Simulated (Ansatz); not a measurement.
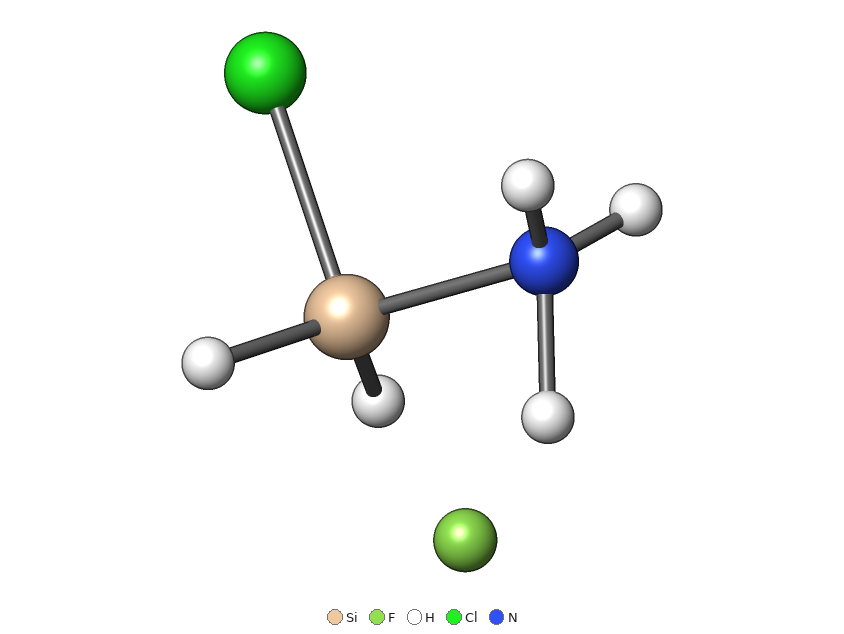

Sticks follow a distance rule. Harmonic vibrations computed with RKS PBE0-D4/def2-TZVP (Ansatz 0.2.0) at a stationary point of the same level.

How many imaginary frequencies does it have?

Answer. A first-order saddle point: one imaginary frequency, 727i cm⁻¹.

How many vibrational modes are there, and where do they lie?

Answer. 21 modes: 727i, 172, 203, 333, 377, 506, 537, 637, 760, 862, 864, 892, 910, 993, 1490, 1558, 1840, 2298, 2334, 3543, 3628 cm⁻¹.
